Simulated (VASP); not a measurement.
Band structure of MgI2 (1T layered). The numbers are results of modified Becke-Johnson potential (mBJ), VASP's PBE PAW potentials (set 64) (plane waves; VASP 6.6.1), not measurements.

mBJ is a potential without an energy functional, so only the levels count. The path is coarsely sampled, so an indirect gap can come out somewhat too large. Without a dispersion term in the relaxation, distances and binding between the weakly bound layers, chains or molecules are unreliable, and so is what depends on them. Unless said otherwise, spin-orbit coupling is left out, though it shifts the bands of the heavy elements here.

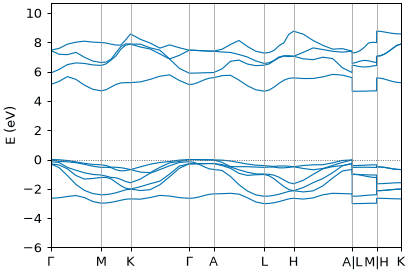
*Bands along high-symmetry lines, zero at the valence-band maximum or, without a gap, the Fermi level*

Task: Read the plot: is there a gap, and where are the band edges?

Result: The gap is indirect, 4.66 eV, from the valence maximum at Γ to the conduction minimum at L-M at 0.17.

The compound is MgI2 in the 1T layered structure. It was relaxed first, which changed the volume by +13 %. The k-mesh is coarse (spacing up to 0.43 per Å, 2π included), so the numbers may not be converged in it. The cell's shape comes from a PBE relaxation.
